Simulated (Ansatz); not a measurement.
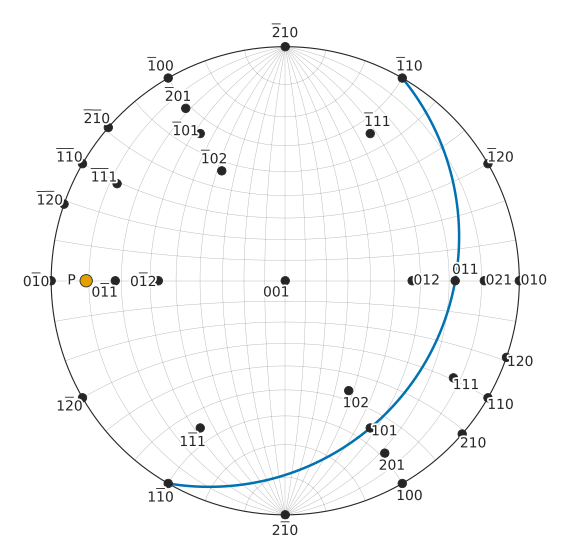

For BN, a calculation's input that goes back to an entry of the Crystallography Open Database (an earlier step may have relaxed or displaced it): stereographic projection of plane normals (upper hemisphere) centred on (0 0 1). The drawing is computed from the coordinates (standard cell, symmetry found to 0.002 Å).

a = 2.504 Å, b = 2.504 Å, c = 6.661 Å, α = 90.00°, β = 90.00°, γ = 120.00°.

### Index the pole marked P.

P is (0 −2 1), in four indices (0 −2 2 1), 80.8° from the centre.

### Which zone does the coloured great circle trace?

The zone [1 1 −1]: its poles satisfy h + k − l = 0.

### What is the angle between the normals of (1 2 0) and (0 2 1), and what are their d_hkl = 1/|g|?

21.2°; d = 0.820 Å and 1.070 Å.
